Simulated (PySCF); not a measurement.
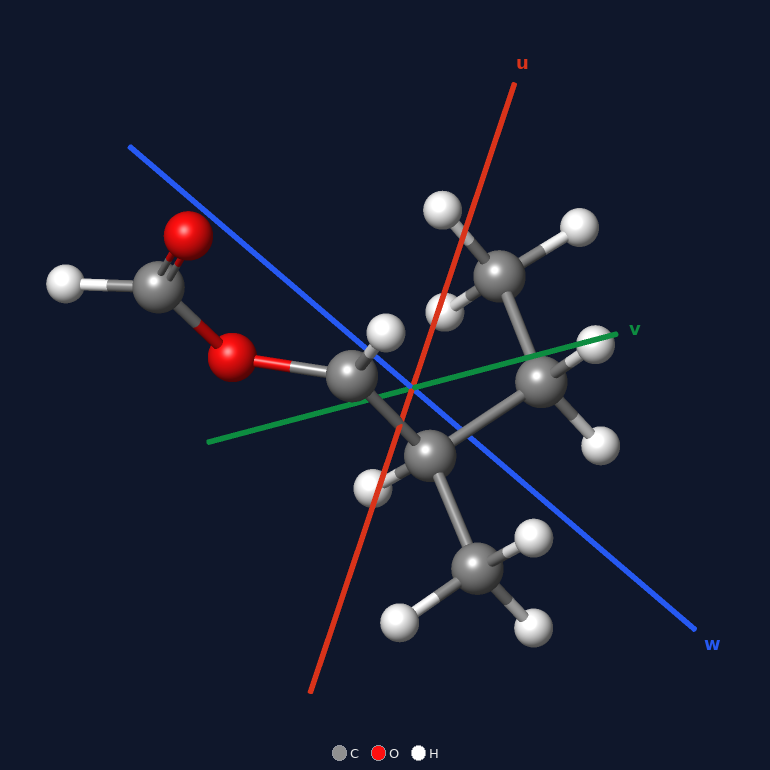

The lines u, v and w are the principal axes of the g tensor. Charge 0, doublet. The computed structure is the end point of a GFN2-xTB optimisation. No frequency run is at hand to confirm it as a minimum. Level of theory: UKS B3LYP, pcH-1 on C H O, non-relativistic, mean-field spin-orbit, GIAO (PySCF 2.14.0).

### Along which axis does g lie farthest from the free-electron value?

Along w: the shift is 1165 ppm.

Give the principal values and shifts.

```csv
axis,g,shift (ppm)
u,2.00209,−234
v,2.00263,307
w,2.00348,1165
```
